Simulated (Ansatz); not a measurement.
# (FAlNH)4 cubane (Al4F4H4N4): geometry, orbitals and charge

Aim: characterise (FAlNH)4 cubane (Al4F4H4N4) as a singlet: its structure, frontier levels and distribution of charge.

Computed with Ansatz 0.2.0, Gaussian basis. Level: RKS PBE0-D4/def2-TZVP.

Plan: relaxation at PBE-D4/def2-SVP; a single point at PBE0-D4/def2-TZVP.

### Step 1. The starting structure

16 atoms, charge 0, spin multiplicity 1.

Atoms are counted from 1 here; the program's logs count them from 0.

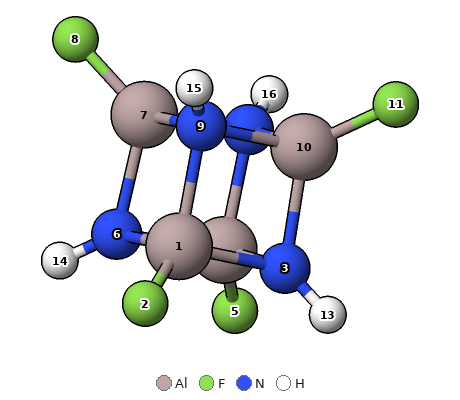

Start geometry, drawn with aluminium light grey, fluorine green, nitrogen blue, hydrogen white; atoms are numbered from 1 in the order of the file.

The start is a GFN2-xTB geometry.

### Step 2. Relaxation at PBE-D4/def2-SVP

The input, in.yaml:

```yaml
crystal:
  periodic: [false, false, false]
  atoms:
    - {symbol: Al, position_ang: [-0.783700, 1.429370, 0.042420]}
    - {symbol: F, position_ang: [-1.573470, 2.864000, 0.083280]}
    - {symbol: N, position_ang: [-1.194740, -0.039400, 1.231000]}
    - {symbol: Al, position_ang: [-1.065130, -1.194520, -0.313450]}
    - {symbol: F, position_ang: [-2.133840, -2.395910, -0.627390]}
    - {symbol: N, position_ang: [-0.750870, 0.285810, -1.516940]}
    - {symbol: Al, position_ang: [1.134710, 0.037030, -1.170370]}
    - {symbol: F, position_ang: [2.276700, 0.074580, -2.344510]}
    - {symbol: N, position_ang: [1.120300, 1.257750, 0.329880]}
    - {symbol: Al, position_ang: [0.713370, -0.271940, 1.440540]}
    - {symbol: F, position_ang: [1.428810, -0.544180, 2.888980]}
    - {symbol: N, position_ang: [0.824860, -1.503920, -0.044670]}
    - {symbol: H, position_ang: [-1.899700, -0.062040, 1.962200]}
    - {symbol: H, position_ang: [-1.194930, 0.455590, -2.414770]}
    - {symbol: H, position_ang: [1.783980, 2.002010, 0.524330]}
    - {symbol: H, position_ang: [1.313640, -2.394220, -0.070530]}
basis:
  gaussian: {orbitals: def2-SVP}
hamiltonian: {xc: pbe, dispersion: d4}
scf: {lower_state_search: "off"}
output: {orbitals: {seedname: orbitals}}
relax: {f_tol: 0.03, max_steps: 70}
```

Started as:

```sh
ansatz run in.yaml --threads 2 --pin off --events-out ev --progress --plain --max-ram 32768MiB --backend cuda --devices 0, --max-vram 18GiB
```

The program printed, shortened:

```text
Functional definition: PBE
  name "PBE"
  cite "Perdew, Burke & Ernzerhof, Phys. Rev. Lett. 77, 3865 (1996) doi:10.1103/PhysRevLett.77.3865"
  parent pbe
[...]
2284 factors; their error is unknown
[...]
mean field -43246.34565399 eV, -1589.2738893581 hartree, gradient 4.7e-6 eV, S^2 0.000000; 0 other end points of the search recorded, 0 dependent functions left out
[...]
reference -43246.34571898 eV, -1589.2738917466 hartree; 60, 60 occupied and 144, 144 virtual orbitals, 2284 factors
relax step   1: F+E_penalty+E_count = -43247.07029476 eV  Δ(F+E_penalty+E_count) = +0.000e0 eV  max|allowed force component| = 1.178e0 eV/Å  Δτ_max = 0.0000 Å  (18 SCF iters, accepted)
[...]
relax step   3: F+E_penalty+E_count = -43247.34414442 eV  Δ(F+E_penalty+E_count) = -3.223e-2 eV  max|allowed force component| = 1.551e-1 eV/Å  Δτ_max = 0.0160 Å  (19 SCF iters, accepted)
[...]
relax step   4: F+E_penalty+E_count = -43247.34646425 eV  Δ(F+E_penalty+E_count) = -2.320e-3 eV  max|allowed force component| = 4.022e-3 eV/Å  Δτ_max = 0.0059 Å  (20 SCF iters, accepted)
Total energy: -43247.34652845 eV, -1589.3106708163 hartree
Atom 0 at    -0.803543     1.464738     0.043285 Å, force    -0.002861     0.003054    -0.000875 eV/Å
Atom 1 at    -1.610864     2.935411     0.086306 Å, force     0.000209     0.000129     0.000241 eV/Å
Atom 2 at    -1.167982    -0.038270     1.203634 Å, force     0.001178     0.000694     0.001212 eV/Å
Atom 3 at    -1.091028    -1.224634    -0.320943 Å, force    -0.001755    -0.004022    -0.001294 eV/Å
Atom 4 at    -2.186201    -2.454733    -0.643367 Å, force    -0.000177     0.000164     0.000028 eV/Å
Atom 5 at    -0.733832     0.279106    -1.482562 Å, force    -0.000628     0.000868     0.000524 eV/Å
Atom 6 at     1.163379     0.038040    -1.199188 Å, force     0.003582     0.000752    -0.002083 eV/Å
Atom 7 at     2.332003     0.076497    -2.403075 Å, force    -0.000151    -0.000081    -0.000159 eV/Å
Atom 8 at     1.095037     1.229437     0.322257 Å, force     0.000770    -0.001000    -0.000845 eV/Å
Atom 9 at     0.731117    -0.278162     1.476818 Å, force     0.001037     0.000078     0.003977 eV/Å
Atom 10 at     1.464895    -0.557300     2.960110 Å, force     0.000189    -0.000092    -0.000100 eV/Å
Atom 11 at     0.806716    -1.470282    -0.043373 Å, force    -0.000758    -0.000278    -0.000395 eV/Å
Atom 12 at    -1.880942    -0.061453     1.939215 Å, force    -0.002533    -0.000278     0.001650 eV/Å
Atom 13 at    -1.182224     0.449855    -2.387945 Å, force    -0.001206     0.000255    -0.002687 eV/Å
Atom 14 at     1.764168     1.980146     0.518805 Å, force     0.001688     0.002292     0.000849 eV/Å
Atom 15 at     1.299291    -2.368387    -0.069976 Å, force     0.001418    -0.002536    -0.000044 eV/Å
Dipole moment:     0.000113     0.000083     0.000045 e Å
Checks for a lower state left out: stability, starts, cluster_reference, orbital_swaps, neighbouring_geometries, increment
```

Wall time 13 s (1 × H100 (card shared with other runs) with 2 threads of AMD EPYC 7R13, shared host); peak host memory 0.85 GiB.

Relaxation path:

```tsv
step	energy from step 1 (eV)	largest force component (eV/Å)
1	0.0000	1.1777
2	-0.2416	0.6305
3	-0.2738	0.1551
4	-0.2762	0.0040
```

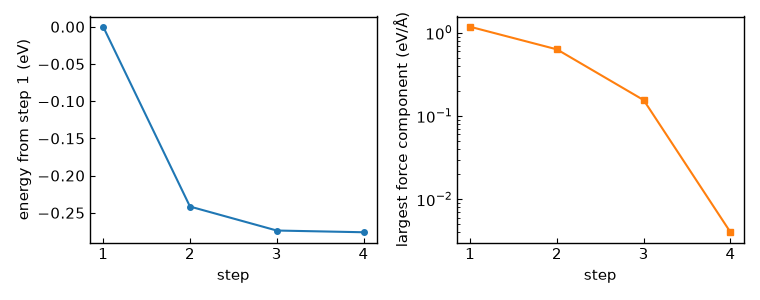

Energy and largest force along the relaxation.

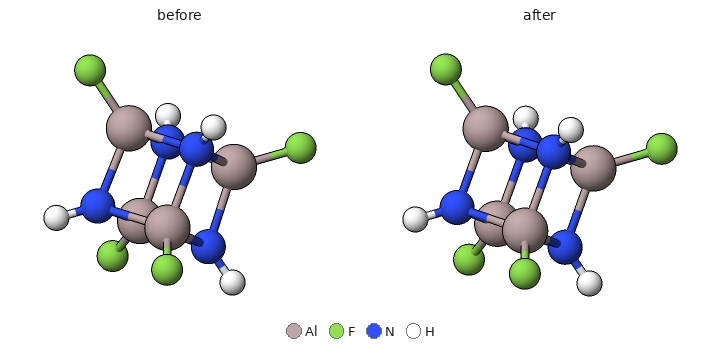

The geometry before (left) and after (right).

Close pairs (by a distance rule), those that changed most:

```tsv
bond	before (Å)	after (Å)	change (Å)
Al1–Al7	2.663	2.729	+0.066
Al7–Al10	2.663	2.729	+0.066
Al4–Al7	2.663	2.729	+0.066
Al1–Al10	2.663	2.729	+0.066
Al1–Al4	2.663	2.729	+0.066
Al4–Al10	2.663	2.729	+0.066
Al1–F2	1.638	1.678	+0.040
Al10–F11	1.638	1.678	+0.040
```

Bonds by kind at the end (by distance):

```tsv
bond	count	shortest (Å)	longest (Å)
Al–N	12	1.933	1.934
Al–F	4	1.678	1.678
H–N	4	1.025	1.025
```

### Step 3. Single point, PBE0-D4/def2-TZVP

start.molden holds the orbitals of an earlier run on this state, given as this run's starting guess.

The input, in.yaml:

```yaml
crystal:
  periodic: [false, false, false]
  atoms:
    - {symbol: Al, position_ang: [-0.803543, 1.464738, 0.043285]}
    - {symbol: F, position_ang: [-1.610864, 2.935411, 0.086306]}
    - {symbol: N, position_ang: [-1.167982, -0.038270, 1.203634]}
    - {symbol: Al, position_ang: [-1.091028, -1.224634, -0.320943]}
    - {symbol: F, position_ang: [-2.186201, -2.454733, -0.643367]}
    - {symbol: N, position_ang: [-0.733832, 0.279106, -1.482562]}
    - {symbol: Al, position_ang: [1.163379, 0.038040, -1.199188]}
    - {symbol: F, position_ang: [2.332003, 0.076497, -2.403075]}
    - {symbol: N, position_ang: [1.095037, 1.229437, 0.322257]}
    - {symbol: Al, position_ang: [0.731117, -0.278162, 1.476818]}
    - {symbol: F, position_ang: [1.464895, -0.557300, 2.960110]}
    - {symbol: N, position_ang: [0.806716, -1.470282, -0.043373]}
    - {symbol: H, position_ang: [-1.880942, -0.061453, 1.939215]}
    - {symbol: H, position_ang: [-1.182224, 0.449855, -2.387945]}
    - {symbol: H, position_ang: [1.764168, 1.980146, 0.518805]}
    - {symbol: H, position_ang: [1.299291, -2.368387, -0.069976]}
basis:
  gaussian: {orbitals: def2-TZVP, fitting: {mean_field: def2-universal-jkfit}, initial_orbitals: start.molden}
hamiltonian: {xc: pbe0, dispersion: d4}
scf: {omitted_lower_state_checks: [starts]}
output: {orbitals: {seedname: orbitals}}
```

The command is unchanged.

The program printed, shortened:

```text
Functional definition: PBE0
  name "PBE0"
  cite "Adamo & Barone, J. Chem. Phys. 110, 6158 (1999) doi:10.1063/1.478522"
  cite "Perdew, Burke & Ernzerhof, Phys. Rev. Lett. 77, 3865 (1996) doi:10.1103/PhysRevLett.77.3865"
  parent pbe
[...]
1200 factors; integrals over basis functions are off by at most 1.6e0 eV
[...]
mean field -43279.36072676 eV, -1590.4871709040 hartree, gradient 7.8e-6 eV, S^2 0.000000; 0 other end points of the search recorded, 0 dependent functions left out
reference -43279.36078145 eV, -1590.4871729141 hartree; 60, 60 occupied and 360, 360 virtual orbitals, 1200 factors
Total energy: -43279.97715978 eV, -1590.5098243996 hartree
Checks for a lower state left out: starts
```

Run time: 7 s. Hardware: 1 × H100 (card shared with other runs) with 2 threads of AMD EPYC 7R13, shared host; peak host memory 0.83 GiB.

From the report: HOMO -8.67 eV, LUMO -1.41 eV.

Mulliken charges, from this run's orbitals:

Al1 0.62; F2 -0.36; N3 -0.51; Al4 0.62; F5 -0.36; N6 -0.51; Al7 0.62; F8 -0.36; N9 -0.51; Al10 0.62; F11 -0.36; N12 -0.51; H13 0.24; H14 0.24; H15 0.24; H16 0.24

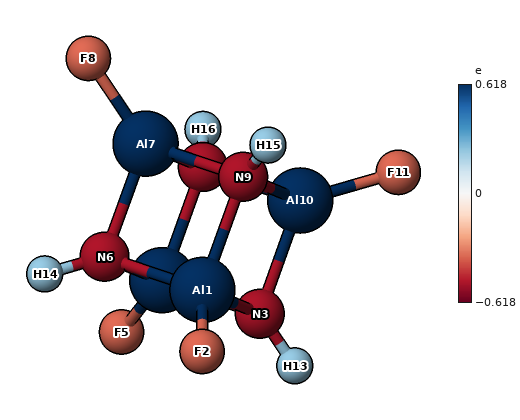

Mulliken charges, from this run's orbitals, as colours on the atoms.

Largest Mayer bond orders: Al1–F2 1.14; Al4–F5 1.14; Al7–F8 1.14; Al10–F11 1.14; N3–H13 0.89; N6–H14 0.89; N9–H15 0.89; N12–H16 0.89; Al1–N9 0.75; N3–Al4 0.75.

### Step 4. Outcome

```
                       quantity                            value
                    point group                               Td
 commonest bond, hydrogen aside  Al–N, 12 of mean length 1.933 Å
HOMO, LUMO at PBE0-D4/def2-TZVP                  -8.67, -1.41 eV
      dipole at PBE-D4/def2-SVP                           0.00 D
```

**Reading.** The molecule keeps its bonding pattern by the stored test; the atoms moved 0.05 Å (rms). No usable vibrations, so a minimum isn't proven.
